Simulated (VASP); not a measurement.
Band structure of ReSe2 (relaxed from the layer:2H-MoS2 structure). Computed with PBEsol GGA, VASP's PBE PAW potentials (set 64) (plane waves; VASP 6.6.1).

The cell holds a wide vacuum, so values per volume refer to the whole cell. Unless said otherwise, spin-orbit coupling is left out, though it shifts the bands of the heavy elements here.

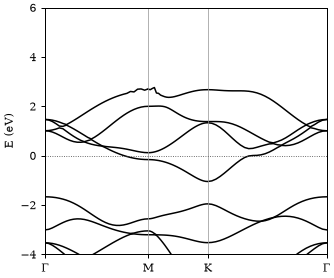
Fig. 1. Bands along high-symmetry lines, zero at the valence-band maximum or, without a gap, the Fermi level

**Question.** Read the plot: is there a gap, and where are the band edges?

**Answer.** It has no gap at this level: it comes out as a metal or semimetal. (Edges off the drawn lines would not show.)

The cell is a sheet with vacuum, built from a generated structure.
